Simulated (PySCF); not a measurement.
System: C$_{6}$H$_{11}$B (SMILES B[C@]12CC[C@H]1CC2).

```xyz
18

B    -1.4533   -1.5100    0.4414
C    -0.5583   -0.3977   -0.1557
C     0.5088   -0.7115   -1.2292
C     1.6353   -0.2745   -0.2822
C     0.6104    0.0801    0.7960
C     0.0769    1.5116    0.7371
C    -1.0345    1.0718   -0.2260
H    -2.3779   -1.2311    1.1027
H    -1.1611   -2.6352    0.3052
H     0.5505   -1.7631   -1.5056
H     0.4161   -0.1156   -2.1355
H     2.2380    0.5662   -0.6257
H     2.3005   -1.0866    0.0056
H     0.7672   -0.3468    1.7840
H    -0.2951    1.8730    1.6943
H     0.7821    2.2409    0.3394
H    -2.0388    1.2245    0.1632
H    -0.9756    1.5103   -1.2209
```

Geometry: GFN2-xTB.

Level of theory: PySCF 2.14.0, wB97X-D/def2-SVPD, SCF density, gas phase.

Predict the electron density and electron localisation function between the atoms.

C–C (1.55 Å): ρ at the midpoint is about 1.6 e/Å³; the ELF peaks at about 0.95 between the atoms; a covalent bond.
C–B (1.55 Å): the density is about 1.5 e/Å³ at the midpoint; the ELF peaks at about 1 between the atoms, as expected for a covalent bond.
B–H (1.17 Å): the density is about 1.3 e/Å³ at the midpoint; the ELF climbs to about 1 towards the hydrogen, as it does in any bond to H: an ordinary covalent bond to hydrogen.

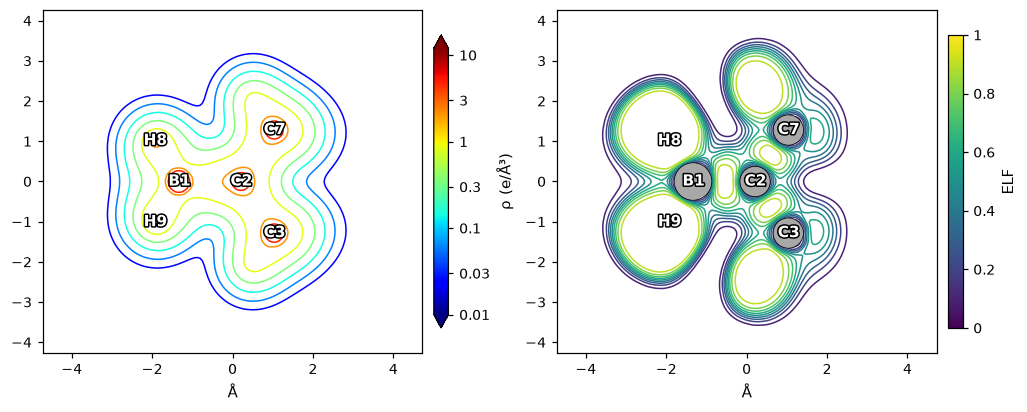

Computed electron density and electron localisation function on the plane of atoms H8, B1 and H9, in this order. Grey discs cover the atomic cores in the ELF map. 
